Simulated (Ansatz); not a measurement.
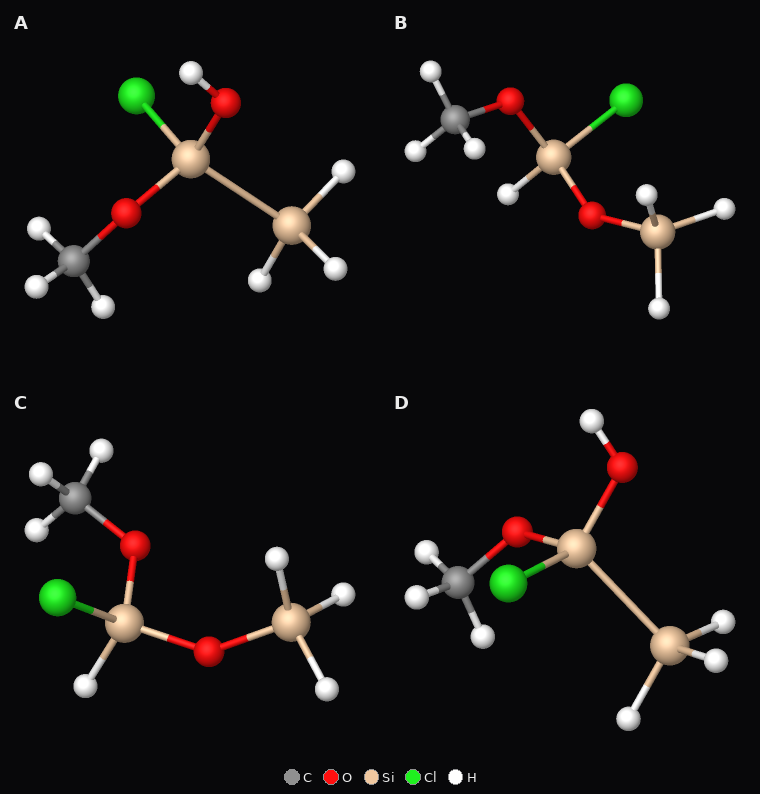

```sh
ansatz run in.yaml --threads 2 --pin off --events-out ev --progress --plain --max-ram 32768MiB --backend cuda --devices 0, --max-vram 18GiB
```

```yaml
crystal:
  periodic: [false, false, false]
  atoms:
    - {symbol: C, position_ang: [-1.139054, 0.763334, -2.033034]}
    - {symbol: O, position_ang: [-0.796399, 0.215214, -0.778069]}
    - {symbol: Si, position_ang: [0.108566, 0.932352, 0.360923]}
    - {symbol: Cl, position_ang: [1.887157, 1.533659, -0.472978]}
    - {symbol: O, position_ang: [0.377656, -0.140434, 1.529936]}
    - {symbol: Si, position_ang: [0.848502, -1.690043, 1.820641]}
    - {symbol: H, position_ang: [-1.722642, 1.682684, -1.919852]}
    - {symbol: H, position_ang: [-0.244618, 0.981741, -2.623430]}
    - {symbol: H, position_ang: [-1.744573, 0.029487, -2.565627]}
    - {symbol: H, position_ang: [-0.535681, 2.128843, 0.928313]}
    - {symbol: H, position_ang: [-0.333307, -2.584659, 1.764298]}
    - {symbol: H, position_ang: [1.849199, -2.120219, 0.812294]}
    - {symbol: H, position_ang: [1.445184, -1.731970, 3.176574]}
basis:
  gaussian: {orbitals: def2-TZVPP}
hamiltonian: {xc: {name: wB97M-V}}
output: {forces: true, orbitals: {seedname: orbitals}}
```

Question: Which panel shows the molecule in this file?

Answer: C. The file holds CH7ClO2Si2, `CO[Si@H](Cl)O[SiH3]`.
